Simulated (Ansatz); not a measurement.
**Run report: Si2H6Cl2O, geometry relaxation (part 1 of 2)**

The run: geometry relaxation of Si2H6Cl2O. Method and program: RKS B3LYP-D4/def2-SVP (Ansatz 0.2.0).

It belongs to a series of runs on one base structure; here: end point A relaxed. Figures and captions count atoms from 1; the log counts them from 0 in places.

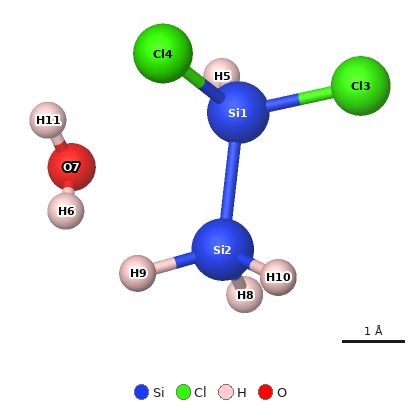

*The starting structure (ball-and-stick view, seen at a tilt; atoms are numbered from 1 in the order of the input).*

The input
```yaml
crystal:
  periodic: [false, false, false]
  atoms:
    - { symbol: Si, position_ang: [-0.521015, 0.799997, -0.906571] }
    - { symbol: Si, position_ang: [0.959228, -0.856133, -0.510255] }
    - { symbol: Cl, position_ang: [-0.348425, 1.290779, -2.927359] }
    - { symbol: Cl, position_ang: [0.033381, 2.463504, 0.236561] }
    - { symbol: H, position_ang: [-1.952538, 0.527649, -0.65859] }
    - { symbol: H, position_ang: [-0.067527, -0.613598, 2.003702] }
    - { symbol: O, position_ang: [-1.004194, -0.409477, 1.869397] }
    - { symbol: H, position_ang: [0.373215, -2.194588, -0.803925] }
    - { symbol: H, position_ang: [1.474748, -0.85503, 0.891256] }
    - { symbol: H, position_ang: [2.139522, -0.649236, -1.394911] }
    - { symbol: H, position_ang: [-1.086597, 0.496233, 2.200794] }
basis:
  gaussian: { orbitals: def2-SVP }
hamiltonian:
  xc: b3lyp
  dispersion: d4
relax:
  f_tol: 0.03
  max_steps: 50
```

Hardware: 2 threads of Intel Xeon (Granite Rapids), 16 GiB of memory available, shared host.

Command:
```bash
ansatz run input.yaml --threads 2 --pin off --max-ram 3072MiB --backend cpu --events-out ev --progress --plain --runs-dir out
```

What the program printed
```
The last accepted step is kept in [file] (removed where the run ends without a failure and the disk answers)
Engine: ansatz 0.2.0, x86_64-unknown-linux-gnu
Functional definition: B3LYP
  parameter a0 = 0.2
  parameter ax = 0.72
  parameter ac = 0.81
  exchange = (1 - a0 - ax)*slater_x + ax*b88_x + a0*exact_x
  correlation = (1 - ac)*vwn_rpa_c + ac*lyp_c
1169 factors; integrals over basis functions are off by at most 3.1e-4 eV
mean field evaluation 1: about -42931.0628 eV, gradient 4.8e1 eV
mean field evaluation 2: about -42924.0560 eV, gradient 7.7e1 eV
mean field evaluation 4: about -42935.1785 eV, gradient 1.6e0 eV
mean field evaluation 8: about -42935.1845 eV, gradient 1.4e-1 eV
mean field evaluation 16: about -42935.1845 eV, gradient 1.5e-5 eV
mean field -42935.18454805 eV, -1577.8389296275 hartree, gradient 1.5e-5 eV, S^2 0.000000; 0 other end points of the search recorded, 0 dependent functions left out
the calculation of the forces begins
reference -42935.18482472 eV, -1577.8389397948 hartree; 38, 38 occupied and 78, 78 virtual orbitals, 1169 factors
relax step   1: F+E_penalty+E_count = -42935.70515009 eV  Δ(F+E_penalty+E_count) = +0.000e0 eV  max|allowed force component| = 8.809e-1 eV/Å  Δτ_max = 0.0000 Å  (25 SCF iters, accepted)
these checks for a lower state are left out or cut short: starts, cluster_reference, orbital_swaps, neighbouring_geometries, increment
1169 factors; integrals over basis functions are off by at most 3.0e-4 eV
mean field -42935.19634597 eV, -1577.8393631930 hartree, gradient 1.4e-5 eV, S^2 0.000000; 0 other end points of the search recorded, 0 dependent functions left out
[... from here on the field's lines of each further geometry are left out, up to the last ...]
relax step   2: F+E_penalty+E_count = -42935.71650664 eV  Δ(F+E_penalty+E_count) = -1.136e-2 eV  max|allowed force component| = 1.848e0 eV/Å  Δτ_max = 0.1950 Å  (27 SCF iters, accepted)
relax step   3: F+E_penalty+E_count = -42935.78522731 eV  Δ(F+E_penalty+E_count) = -6.872e-2 eV  max|allowed force component| = 6.426e-1 eV/Å  Δτ_max = 0.1908 Å  (26 SCF iters, accepted)
relax step   4: F+E_penalty+E_count = -42935.74433033 eV  Δ(F+E_penalty+E_count) = +4.090e-2 eV  max|allowed force component| = 5.707e-1 eV/Å  Δτ_max = 0.1504 Å  (26 SCF iters, rejected (line search))
relax step   5: F+E_penalty+E_count = -42935.80020612 eV  Δ(F+E_penalty+E_count) = -1.498e-2 eV  max|allowed force component| = 2.425e-1 eV/Å  Δτ_max = 0.0680 Å  (24 SCF iters, accepted)
relax step   6: F+E_penalty+E_count = -42935.80100886 eV  Δ(F+E_penalty+E_count) = -8.027e-4 eV  max|allowed force component| = 3.093e-1 eV/Å  Δτ_max = 0.0685 Å  (26 SCF iters, accepted)
relax step   7: F+E_penalty+E_count = -42935.80395963 eV  Δ(F+E_penalty+E_count) = -2.951e-3 eV  max|allowed force component| = 1.555e-1 eV/Å  Δτ_max = 0.0387 Å  (23 SCF iters, accepted)
relax step   8: F+E_penalty+E_count = -42935.80529496 eV  Δ(F+E_penalty+E_count) = -1.335e-3 eV  max|allowed force component| = 8.653e-2 eV/Å  Δτ_max = 0.0457 Å  (22 SCF iters, accepted)
relax step   9: F+E_penalty+E_count = -42935.80643369 eV  Δ(F+E_penalty+E_count) = -1.139e-3 eV  max|allowed force component| = 8.888e-2 eV/Å  Δτ_max = 0.0616 Å  (23 SCF iters, accepted)
relax step  10: F+E_penalty+E_count = -42935.80690714 eV  Δ(F+E_penalty+E_count) = -4.734e-4 eV  max|allowed force component| = 1.611e-1 eV/Å  Δτ_max = 0.0632 Å  (23 SCF iters, accepted)
relax step  11: F+E_penalty+E_count = -42935.80776571 eV  Δ(F+E_penalty+E_count) = -8.586e-4 eV  max|allowed force component| = 7.355e-2 eV/Å  Δτ_max = 0.0162 Å  (24 SCF iters, accepted)
relax step  12: F+E_penalty+E_count = -42935.80650130 eV  Δ(F+E_penalty+E_count) = +1.264e-3 eV  max|allowed force component| = 1.647e-1 eV/Å  Δτ_max = 0.0912 Å  (23 SCF iters, rejected (line search))
relax step  13: F+E_penalty+E_count = -42935.80945461 eV  Δ(F+E_penalty+E_count) = -1.689e-3 eV  max|allowed force component| = 2.701e-2 eV/Å  Δτ_max = 0.0449 Å  (23 SCF iters, accepted)
relax step  14: F+E_penalty+E_count = -42935.81240427 eV  Δ(F+E_penalty+E_count) = -2.950e-3 eV  max|allowed force component| = 1.606e-1 eV/Å  Δτ_max = 0.0955 Å  (23 SCF iters, accepted)
relax step  15: F+E_penalty+E_count = -42935.80872189 eV  Δ(F+E_penalty+E_count) = +3.682e-3 eV  max|allowed force component| = 5.409e-1 eV/Å  Δτ_max = 0.1461 Å  (25 SCF iters, rejected (line search))
relax step  16: F+E_penalty+E_count = -42935.81381359 eV  Δ(F+E_penalty+E_count) = -1.409e-3 eV  max|allowed force component| = 9.467e-2 eV/Å  Δτ_max = 0.0533 Å  (23 SCF iters, accepted)
relax step  17: F+E_penalty+E_count = -42935.81833118 eV  Δ(F+E_penalty+E_count) = -4.518e-3 eV  max|allowed force component| = 1.366e-1 eV/Å  Δτ_max = 0.0731 Å  (23 SCF iters, accepted)
relax step  18: F+E_penalty+E_count = -42935.82131955 eV  Δ(F+E_penalty+E_count) = -2.988e-3 eV  max|allowed force component| = 3.072e-1 eV/Å  Δτ_max = 0.1098 Å  (23 SCF iters, accepted)
relax step  19: F+E_penalty+E_count = -42935.82283513 eV  Δ(F+E_penalty+E_count) = -1.516e-3 eV  max|allowed force component| = 3.660e-1 eV/Å  Δτ_max = 0.0581 Å  (23 SCF iters, accepted)
relax step  20: F+E_penalty+E_count = -42935.82559256 eV  Δ(F+E_penalty+E_count) = -2.757e-3 eV  max|allowed force component| = 2.515e-1 eV/Å  Δτ_max = 0.0346 Å  (24 SCF iters, accepted)
relax step  21: F+E_penalty+E_count = -42935.82767501 eV  Δ(F+E_penalty+E_count) = -2.082e-3 eV  max|allowed force component| = 8.828e-2 eV/Å  Δτ_max = 0.0357 Å  (24 SCF iters, accepted)
relax step  22: F+E_penalty+E_count = -42935.82758482 eV  Δ(F+E_penalty+E_count) = +9.019e-5 eV  max|allowed force component| = 1.826e-1 eV/Å  Δτ_max = 0.0789 Å  (23 SCF iters, rejected (line search))
relax step  23: F+E_penalty+E_count = -42935.82916478 eV  Δ(F+E_penalty+E_count) = -1.490e-3 eV  max|allowed force component| = 3.352e-2 eV/Å  Δτ_max = 0.0382 Å  (23 SCF iters, accepted)
relax step  24: F+E_penalty+E_count = -42935.83046559 eV  Δ(F+E_penalty+E_count) = -1.301e-3 eV  max|allowed force component| = 5.057e-2 eV/Å  Δτ_max = 0.0977 Å  (23 SCF iters, accepted)
the calculation of the forces begins
reference -42935.30950575 eV, -1577.8435217384 hartree; 38, 38 occupied and 78, 78 virtual orbitals, 1170 factors
relax step  25: F+E_penalty+E_count = -42935.83081864 eV  Δ(F+E_penalty+E_count) = -3.531e-4 eV  max|allowed force component| = 2.604e-2 eV/Å  Δτ_max = 0.0126 Å  (21 SCF iters, accepted)
1170 factors; integrals over basis functions are off by at most 2.9e-4 eV
mean field evaluation 160: about -42935.3092 eV, gradient 1.1e-3 eV
```

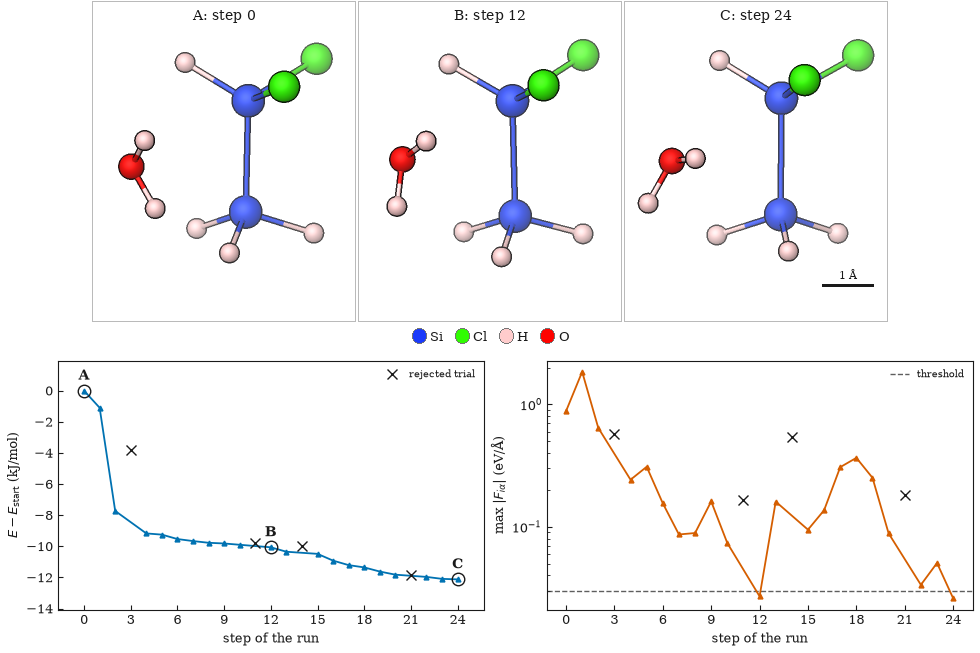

*Frames of the relaxation (ball-and-stick view, seen at a tilt) above the curves, on which the letters mark them (the first geometry is step 0 here and step 1 in the log).*

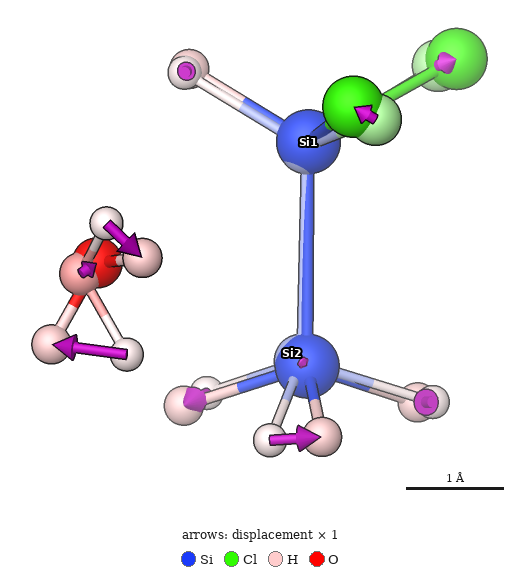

*Start (faint) and end (solid) with the displacements as pink arrows, at true length (ball-and-stick view, seen at a tilt). The two geometries are laid on each other by the best rigid fit.*

H6 moves most after the best rigid fit: 0.80 Å. Largest moves by element: H 0.80 Å, Cl 0.28 Å, O 0.22 Å, Si 0.09 Å. Distances before and after: Si1–Si2 2.256 → 2.347 Å, Si1–Cl4 2.093 → 2.100 Å, Si2–H10 1.489 → 1.494 Å. Among the angles that change: Si1–Si2–H9 113.0° → 110.3°, Si2–Si1–Cl3 106.8° → 108.8°. Over 24 geometry steps the energy falls by 12.1 kJ/mol. The largest force component goes from 0.88 to 0.026 eV/Å. The line search rejected the trial steps at points 3, 11, 14, 21 (counted from 0) and went back. (Atoms are counted from 1 in the order of the input.)

```
mean field -42935.30922879 eV, -1577.8435115601 hartree, gradient 2.0e-5 eV, S^2 0.000000; 1 other end points of the search recorded, 0 dependent functions left out
the calculation of the forces begins
reference -42935.30950575 eV, -1577.8435217384 hartree; 38, 38 occupied and 78, 78 virtual orbitals, 1170 factors
Total energy: -42935.83109561 eV, -1577.8626898120 hartree
Atom 0 at    -0.552168     0.833449    -0.942213 Å, force    -0.003788     0.007221     0.005712 eV/Å
Atom 1 at     1.039401    -0.832387    -0.495400 Å, force     0.021326    -0.023795    -0.003120 eV/Å
Atom 2 at    -0.267727     1.532650    -2.889346 Å, force     0.003951    -0.001463    -0.000036 eV/Å
Atom 3 at    -0.212043     2.458021     0.344336 Å, force    -0.000637    -0.003622     0.003304 eV/Å
Atom 4 at    -1.980240     0.457867    -0.841871 Å, force     0.000962    -0.005053    -0.001175 eV/Å
Atom 5 at    -0.683064    -1.053683     2.217575 Å, force     0.004375    -0.013141     0.011493 eV/Å
Atom 6 at    -0.961036    -0.288683     1.697153 Å, force    -0.006929     0.006726    -0.016090 eV/Å
Atom 7 at     0.363155    -2.145136    -0.272648 Å, force     0.011252     0.026040    -0.001441 eV/Å
Atom 8 at     1.845563    -0.469540     0.706874 Å, force    -0.017514    -0.004364    -0.021577 eV/Å
Atom 9 at     1.966435    -0.968181    -1.659633 Å, force    -0.016028     0.000989     0.018385 eV/Å
Atom 10 at    -0.558479     0.475723     2.135272 Å, force     0.003030     0.010464     0.004545 eV/Å
Dipole moment:     0.070140    -0.408980     0.589212 e Å
```

Trajectory as extended XYZ (Å, eV, eV/Å), 25 frames, from step=1 to step=25
```
11
Properties=species:S:1:pos:R:3:forces:R:3 step=1 energy=-42935.70515
Si   -0.5210    0.8000   -0.9066   -0.7521   0.7003  -0.1023
Si    0.9592   -0.8561   -0.5103    0.8809  -0.8573   0.0449
Cl   -0.3484    1.2908   -2.9274    0.0050   0.0195   0.0124
Cl    0.0334    2.4635    0.2366   -0.0141  -0.0061   0.0178
H    -1.9525    0.5276   -0.6586   -0.0207   0.0202  -0.0003
H    -0.0675   -0.6136    2.0037   -0.0235  -0.0036   0.1553
O    -1.0042   -0.4095    1.8694   -0.0061   0.0485  -0.1111
H     0.3732   -2.1946   -0.8039   -0.0567   0.0073   0.0083
H     1.4747   -0.8550    0.8913   -0.0253   0.0220   0.0175
H     2.1395   -0.6492   -1.3949    0.0280   0.0132  -0.0464
H    -1.0866    0.4962    2.2008   -0.0153   0.0359   0.0038
11
Properties=species:S:1:pos:R:3:forces:R:3 step=2 energy=-42935.71651
Si   -0.5441    0.8010   -0.8968   -0.0148   0.0201   0.0761
Si    1.0115   -0.8914   -0.5456    0.1144  -0.0924   0.0925
Cl   -0.3648    1.3060   -2.9135   -0.0381   0.0798  -0.0729
Cl    0.0114    2.4590    0.2542   -0.0107   0.0505   0.0083
H    -1.9773    0.5360   -0.6504   -0.0161  -0.0171  -0.0161
H    -0.1103   -0.6349    2.1927   -1.8232   0.4726  -0.9728
O    -0.9846   -0.3399    1.7603    1.8477  -0.2164   1.2758
H     0.3869   -2.2151   -0.8292    0.0296  -0.0230  -0.0145
H     1.5019   -0.8714    0.8658    0.0397  -0.0342  -0.0548
H     2.1836   -0.6706   -1.4388   -0.0087  -0.0287  -0.0453
H    -1.1145    0.5215    2.2014   -0.1199  -0.2112  -0.2763
11
Properties=species:S:1:pos:R:3:forces:R:3 step=3 energy=-42935.78523
Si   -0.5327    0.7923   -0.8881   -0.0025   0.0285  -0.0710
Si    1.0402   -0.9011   -0.5847    0.1338  -0.1162   0.1905
Cl   -0.3826    1.3263   -2.9022   -0.0332   0.0549  -0.0325
Cl    0.0089    2.4552    0.2647   -0.0155  -0.0038   0.0439
H    -1.9648    0.5194   -0.6390    0.0012  -0.0357   0.0286
H    -0.2245   -0.6335    2.3456   -0.3811   0.1319  -0.2743
O    -1.0056   -0.3427    1.8341    0.2876   0.5732   0.4337
H     0.4270   -2.2287   -0.8752   -0.0185  -0.0019  -0.0163
H     1.5590   -0.8964    0.8157   -0.0091  -0.0151  -0.0321
H     2.1990   -0.6798   -1.4960   -0.0421   0.0267  -0.0528
H    -1.1241    0.5892    2.1251    0.0794  -0.6426  -0.2178
11
Properties=species:S:1:pos:R:3:forces:R:3 step=4 energy=-42935.74433 accepted=F
Si   -0.4708    0.7753   -0.8961   -0.5707   0.2272   0.0977
Si    1.0776   -0.9366   -0.5211    0.0207   0.1164  -0.5454
Cl   -0.4749    1.4345   -2.8919    0.1682  -0.2148   0.2482
Cl   -0.0236    2.4607    0.2804    0.0831  -0.0850   0.0091
H    -1.8754    0.4085   -0.5909    0.0454   0.0485  -0.1361
H    -0.2992   -0.6505    2.2339   -0.0471  -0.0332   0.0546
O    -1.0749   -0.2750    1.7923    0.1667   0.0546   0.0884
H     0.4147   -2.2405   -0.8283    0.0469   0.0441   0.0715
H     1.6437   -0.9474    0.8511    0.0010   0.0374   0.0895
H     2.1532   -0.6766   -1.5237    0.1245  -0.1550   0.1086
H    -1.0706    0.6477    2.0944   -0.0389  -0.0402  -0.0862
11
Properties=species:S:1:pos:R:3:forces:R:3 step=5 energy=-42935.80021
Si   -0.5211    0.7837   -0.8803   -0.0675  -0.0056  -0.0056
Si    1.0540   -0.9136   -0.5626    0.0438  -0.0036  -0.0499
Cl   -0.4148    1.3649   -2.8861    0.0143   0.0018   0.0378
Cl   -0.0088    2.4431    0.2965    0.0034   0.0154   0.0127
H    -1.9437    0.4730   -0.6165    0.0028   0.0020  -0.0218
H    -0.2669   -0.6308    2.3367   -0.1571   0.0346  -0.1527
O    -0.9936   -0.3047    1.7790    0.1455   0.0696   0.2425
H     0.4202   -2.2312   -0.8593    0.0056  -0.0019   0.0129
H     1.5874   -0.9154    0.8286    0.0106  -0.0007  -0.0035
H     2.1847   -0.6845   -1.5076    0.0110  -0.0252  -0.0029
H    -1.0975    0.6157    2.0718   -0.0123  -0.0863  -0.0695
11
Properties=species:S:1:pos:R:3:forces:R:3 step=6 energy=-42935.80101
Si   -0.5230    0.7726   -0.8656   -0.0989  -0.0194  -0.0218
Si    1.0693   -0.9197   -0.5660    0.0043   0.0104  -0.1030
Cl   -0.4213    1.3733   -2.8660    0.0286  -0.0058   0.0406
Cl   -0.0220    2.4296    0.3221    0.0137   0.0101   0.0157
H    -1.9444    0.4507   -0.6067    0.0266   0.0037  -0.0350
H    -0.2846   -0.6320    2.2845   -0.1507   0.0533  -0.0645
O    -1.0531   -0.2819    1.8041    0.1898   0.2621   0.1693
H     0.4348   -2.2372   -0.8611    0.0029  -0.0034   0.0244
H     1.6123   -0.9230    0.8210   -0.0038   0.0007   0.0341
H     2.1937   -0.6941   -1.5206   -0.0094  -0.0025   0.0211
H    -1.0618    0.6616    2.0544   -0.0030  -0.3093  -0.0809
11
Properties=species:S:1:pos:R:3:forces:R:3 step=7 energy=-42935.80396
Si   -0.5272    0.7735   -0.8752   -0.0470  -0.0108  -0.0005
Si    1.0645   -0.9169   -0.5728    0.0159   0.0024  -0.0331
Cl   -0.4107    1.3717   -2.8745    0.0130   0.0051   0.0150
Cl   -0.0234    2.4293    0.3125    0.0044   0.0123   0.0110
H    -1.9501    0.4559   -0.6235    0.0113  -0.0032  -0.0186
H    -0.2945   -0.6416    2.3206   -0.1138   0.0238  -0.0856
O    -1.0311   -0.2796    1.8022    0.1380   0.1094   0.1555
H     0.4346   -2.2371   -0.8647    0.0011  -0.0071   0.0114
H     1.6020   -0.9174    0.8173   -0.0018  -0.0002   0.0110
H     2.1940   -0.6900   -1.5203   -0.0096  -0.0038   0.0029
H    -1.0583    0.6523    2.0785   -0.0114  -0.1278  -0.0691
```
